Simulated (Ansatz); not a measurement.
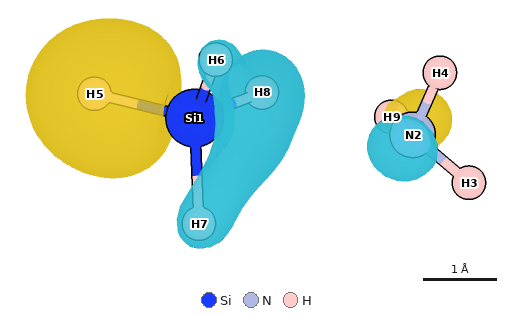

Figure. SiH₄···NH₃. The HOMO−1 at ±0.15 Å⁻³ᐟ² (yellow and cyan are the two phases), seen at a tilt.

Not at a stationary point (largest force 1.0 eV/Å).

Theory: RKS CAM-B3LYP/6-31G* in Ansatz 0.2.0.

The calculation's input:

```
crystal:
  periodic: [false, false, false]
  atoms:
    - { symbol: Si, position_ang: [0.0, 0.0, 0.0] }
    - { symbol: "N", position_ang: [0.0, 0.0, 2.17] }
    - { symbol: H, position_ang: [-0.877, -0.2713, 2.7] }
    - { symbol: H, position_ang: [0.877, 0.2713, 2.7] }
    - { symbol: H, position_ang: [1.3768, 0.0, -0.4862] }
    - { symbol: H, position_ang: [-0.6877, 1.1914, -0.4862] }
    - { symbol: H, position_ang: [-0.6877, -1.1914, -0.4862] }
    - { symbol: H, position_ang: [0.9186, -1.3949, 0.555] }
    - { symbol: H, position_ang: [0.7292, -1.1073, 1.5131] }
basis:
  gaussian: { orbitals: "6-31G*" }
hamiltonian:
  xc: cam_b3lyp
relax:
  f_tol: 0.15
  max_steps: 25
  restrain:
    - { distance: [0, 7], at: 1.46, k: 30.0 }
    - { distance: [8, 1], at: 1.06, k: 30.0 }
    - { distance: [0, 1], at: 3.02, k: 30.0 }
    - { distance: [8, 7], at: 1.86, k: 30.0 }
output:
  orbitals: {}
```

Run with:

```sh
ansatz run input.yaml --threads 1 --pin off --max-ram 2048MiB --backend cpu --events-out ev --progress --plain --runs-dir out
```

The fields are those of the run's last geometry, not of the input's.

### Where does this orbital lie, and at what energy?

By Hirshfeld shares it lies mainly on Si1 (about 40 %), H5 (about 35 %), H8 (about 5 %) and N2 (about 5 %). Its energy is −10.72 eV.
